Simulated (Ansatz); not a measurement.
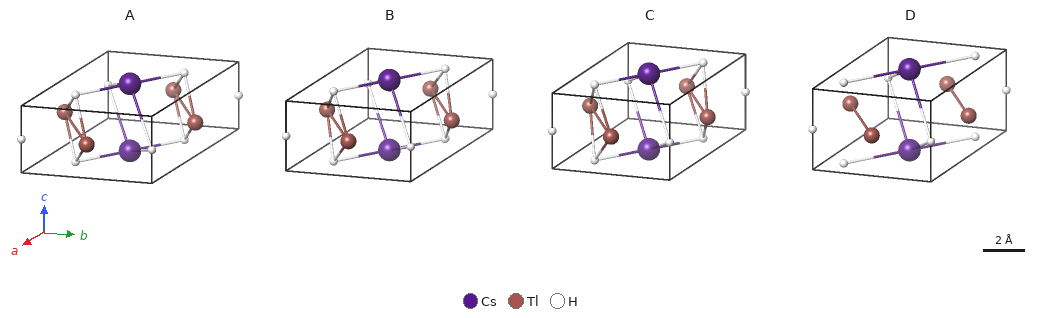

4 geometries from one relaxation of a crystal of CsTl2H3 (built on the CeAl2Cu3-65 type type), in shuffled order. A ball-and-stick model of the cell of the calculation, seen from a free direction.

Computed with Ansatz, DFT, PBEsol, plane waves, PAW. (plane-wave cutoff 420 eV; k-point mesh 4 × 4 × 4; occupations fermi dirac; smearing width 0.03 eV; no spin polarisation; cell and atoms relaxed; force threshold 0.01 eV/Å; at most 120 steps)

Q: Order the frames from highest to lowest energy.

A: D, C, B, A. They are steps 0, 3, 5, 15, at +0.518 eV per cell of the calculation, +73.1 meV per cell of the calculation, +24.6 meV per cell of the calculation relative to the last. Over 10 accepted moves (15 points after the start) the energy falls by 0.518 eV per cell of the calculation. Largest force component: 0.48 eV/Å at the start, 0.0012 eV/Å at the end. Pressure: −2.43 GPa at the start and 0.01 GPa at the end. The line search rejected the trial steps at points 7, 10, 11 of the run. At 2 points the geometry stayed and the basis and grid were re-selected for the new cell (energy shift of 3.4 meV per cell of the calculation at most each time). The largest moves relative to the cell, 1.00 Å, are those of H atoms. Tl and Cs stay in place. The volume changes by −4.9 %, with a = b 5.874 → 6.435 Å (+9.5 %), c 4.714 → 3.910 Å (−17.0 %), γ 118.2° → 122.7°. Among the contacts that change: Cs–H 3.424 → 4.178 Å, Cs–H 3.418 → 2.830 Å, H–Tl 2.938 → 2.490 Å, Cs–H 3.827 → 3.652 Å. The space group stays Cmmm (No. 65).
